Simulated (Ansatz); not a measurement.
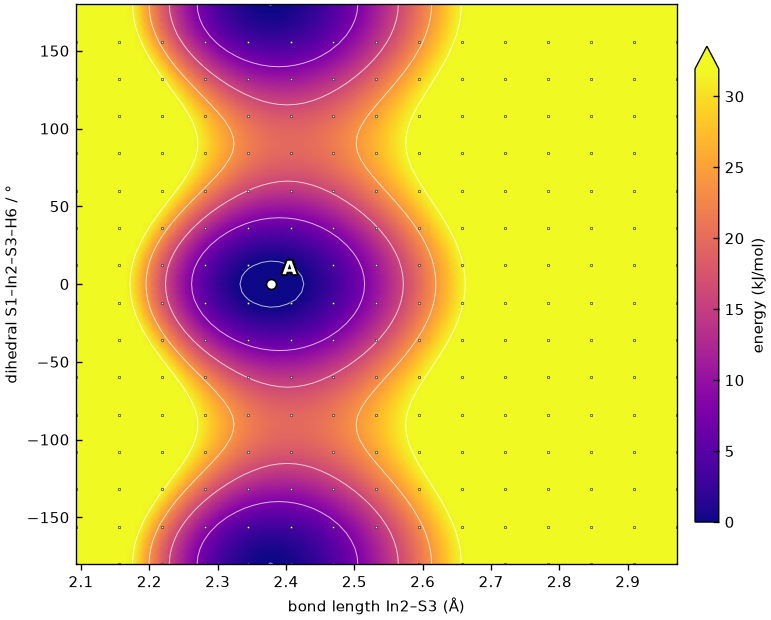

H3InS2, SMILES [SH][InH][SH]. First axis: bond length In2–S3. Second axis: dihedral S1–In2–S3–H6. Nothing is relaxed (all other coordinates rigid). The scan uses a 15 × 15 grid; 213 points were computed and 12 follow by symmetry. All energies are given in kJ/mol relative to the lowest grid point. Level of theory: RKS PBE0-D4/def2-TZVP (Ansatz 0.2.0).

In the figure: a smooth colour map with a few white contour lines, dots at the grid points, one colour for all values above the top of the scale, the well A. Between grid points the surface is interpolated.

Estimate the position of the minimum and the force constants in these coordinates. Take the well at A.

Answer. The interpolated minimum is at bond length In2–S3 ≈ 2.378 Å, dihedral S1–In2–S3–H6 ≈ 0°. The curvatures there are about 12 eV/Å² and 0.4 eV/rad², with a cross term of about 0 eV/(Å·rad). Round the minimum the two coordinates are nearly uncoupled. (1 eV is 96.5 kJ/mol.)
